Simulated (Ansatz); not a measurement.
**Profile along the B–B line in TiB2 (AlB2 type, space group P6/mmm)**

TiB2 (AlB2 type, space group P6/mmm)

```cif
data_B2Ti
_chemical_formula_sum 'Ti1 B2'
_space_group_name_H-M_alt 'P 1'
_space_group_IT_number 1
_cell_length_a 3.03184
_cell_length_b 3.03184
_cell_length_c 3.22428
_cell_angle_alpha 90.000
_cell_angle_beta 90.000
_cell_angle_gamma 120.000
loop_
_space_group_symop_operation_xyz
  'x, y, z'
loop_
_atom_site_label
_atom_site_type_symbol
_atom_site_fract_x
_atom_site_fract_y
_atom_site_fract_z
_atom_site_occupancy
Ti1 Ti 0.00000 0.00000 0.00000 1
B1 B 0.33333 0.66667 0.50000 1
B2 B 0.66667 0.33333 0.50000 1
```

Fields along a shortest B–B line of a (0001) plane (1.75 Å), from B to B, interpolated on the slice's grid (step about 0.2 Å). Level of theory: PBE (plane waves to 420 eV, PAW, scalar-relativistic; Ansatz, a quantum-chemistry and plane-wave program). k mesh 18×18×14. These are valence fields of a PAW run, semicore shells included where kept as valence: close to a nucleus they are smooth pseudo fields. The PAW data are Ansatz's earlier set. TiB2 is run without spin polarisation. TiB2 was relaxed with its symmetry unable to fall.

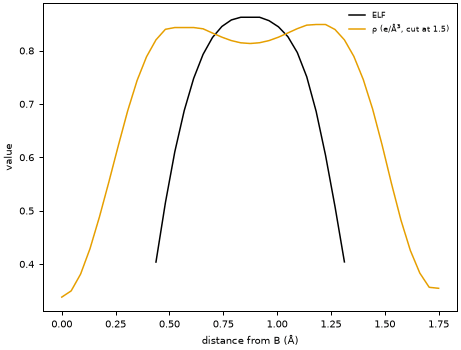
Figure. ELF (away from the nuclei) and valence density from B to B.

Density on the B–B line (1.75 Å) at its midpoint: 0.81 e/Å³. ELF at that point: 0.9. ELF maximum in the middle third of the B–B line: 0.86, 0.9 Å from B.
